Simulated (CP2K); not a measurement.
3-nitrosopyrrole has these distinct N atoms: N2 (bonded to C and O) and N6 (bonded to 2 C and H).

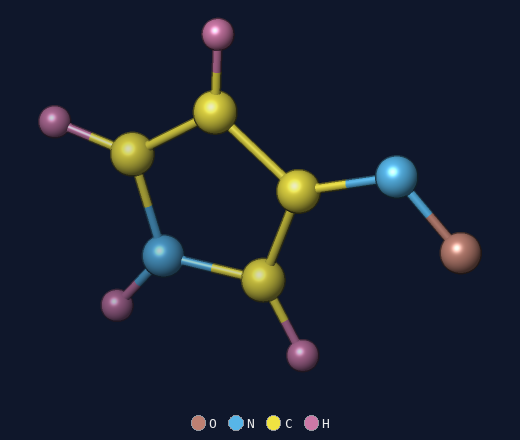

The molecule (oxygen pink, nitrogen blue, carbon yellow, hydrogen pink).

```xyz
11

O     2.8375   -0.8915    0.4371
N     2.2814    0.1169   -0.0351
C     0.8759    0.0725   -0.0246
C     0.0483    1.1173   -0.5513
C    -1.2558    0.7253   -0.3701
N    -1.2377   -0.5215    0.2511
C     0.0357   -0.9366    0.4684
H     0.3990    2.0367   -1.0061
H    -2.1941    1.2050   -0.6216
H    -2.0678   -1.0446    0.5097
H     0.2775   -1.8794    0.9424
```

Their partial N K spectra (CP2K XAS_TDP, all-electron GAPW, PBEh(45%), aug-cc-pVDZ, TDA, GW2X-corrected core level, no relativity) are given in random order, each times the number of alike atoms.

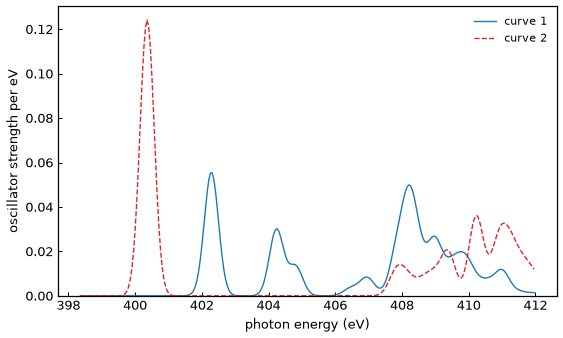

Gaussian full width 0.5 eV, oscillator strength per eV, alike atoms added, rows of zeros left out.

Question: Which curve belongs to which atom?

Curve 1: N6 (bonded to 2 C and H), leading line at 402.29 eV (f = 0.030 an atom), ionisation energy 407.55 eV, term value 5.26 eV. Curve 2: N2 (bonded to C and O), leading line at 400.36 eV (f = 0.066 an atom), ionisation energy 409.16 eV, term value 8.80 eV. The leading line of an atom is its first one with 35 % of the strongest within 2.5 eV of its lowest line over the strength cut. A line lies at the core ionisation energy, which rises as an atom loses charge to its neighbours or to a π system, less the term value, which is large for a low π* or σ* orbital with weight on that atom.

[Banner, clock and machine lines of the logs are left out without a mark of their own.]

[Logs are printed without paths, hosts, clocks, repeated set-up lines and the standing remarks that a program may print on its own settings, such as how far it seeks lower states.]

[Hosts, paths, dates, database ids (printed as entryN), source tags and the programs' standing remarks are cut or masked in the printed files.]
